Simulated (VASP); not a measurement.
Band structure of TiN (rock salt). Method: revPBE GGA, VASP's PBE PAW potentials (set 64) (plane waves; VASP).

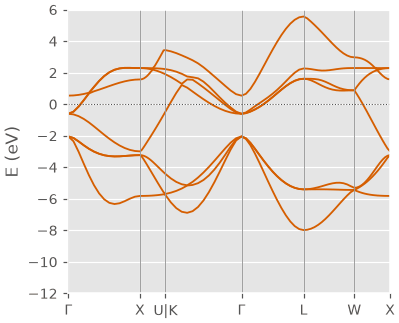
Bands along high-symmetry lines, zero at the valence-band maximum or, without a gap, the Fermi level

**Question.** Read the plot: is there a gap, and where are the band edges?

**Answer.** It has no gap at this level: it comes out as a metal or semimetal. (Edges off the drawn lines would not show.)

The compound is TiN in the rock salt structure. It was relaxed first. The electron count is odd and the run is not spin-polarised, which forces a metal.
